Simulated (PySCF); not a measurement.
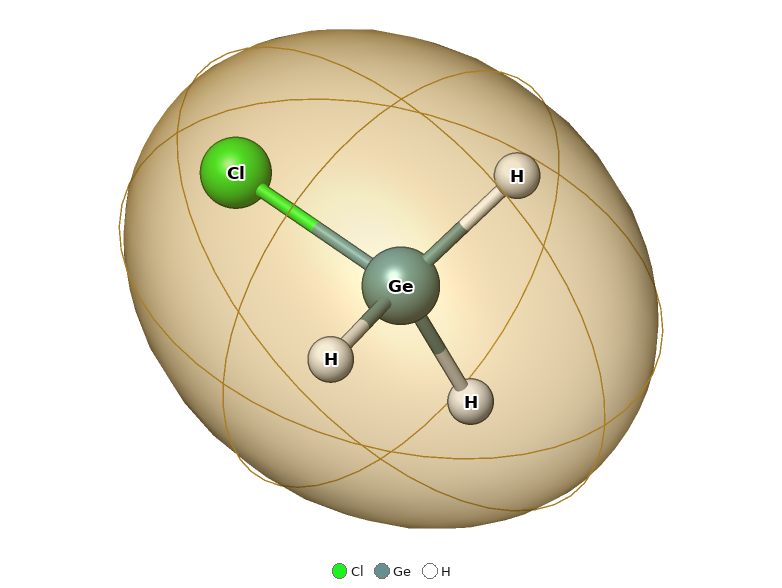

The ellipsoid shows the static dipole polarisability: its half-axes are proportional to the principal values. The computed structure is the end point of a GFN2-xTB optimisation. No frequency run is at hand to confirm it as a minimum. Computed with PBE0/def2-SVPD (PySCF 2.14.0).

Question. Give the principal values, the mean and the anisotropy.

Answer. Principal values 40.6, 40.6, 51.5 bohr³; mean 44.2 bohr³ (6.55 Å³); anisotropy 10.9 bohr³, so the longest axis is 1.27 times the shortest.

The geometry is semi-empirical. Around Ge such bond lengths and angles can be off by a tenth of an ångström or more and by several degrees, and values that hang on the shape move with them.
